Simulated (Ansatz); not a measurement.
```xyz
6

Al   -0.0001    0.2278    0.0181
F     0.0034    0.3563    1.6833
F     1.4206    0.2497   -0.8086
F    -1.4276    0.1819   -0.7959
H     0.0778   -2.3487    0.9856
H     0.0618   -1.7505    1.3887
```

Not at a stationary point (largest force 1.7 eV/Å).

All numbers below come from RKS PBE0/def2-SVP (Ansatz 0.2.0).

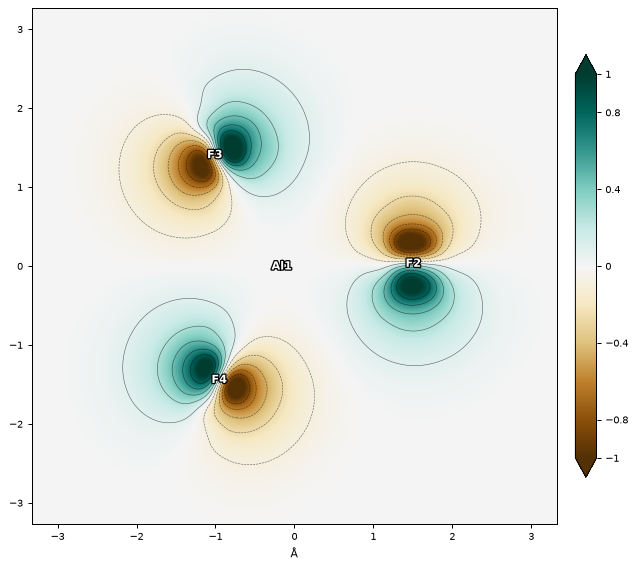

AlF3···H2. One frontier orbital on the plane of atoms F3, Al1 and F4 (values in Å⁻³ᐟ²; the overall sign is arbitrary).

Q: Which orbital is it: HOMO or LUMO?

A: The HOMO, at −11.35 eV. Its weight (Hirshfeld) is mainly on F2 (about 35 %), F3 (about 30 %) and F4 (about 30 %); largely a combination of lone pairs on F2, F3 and F4.
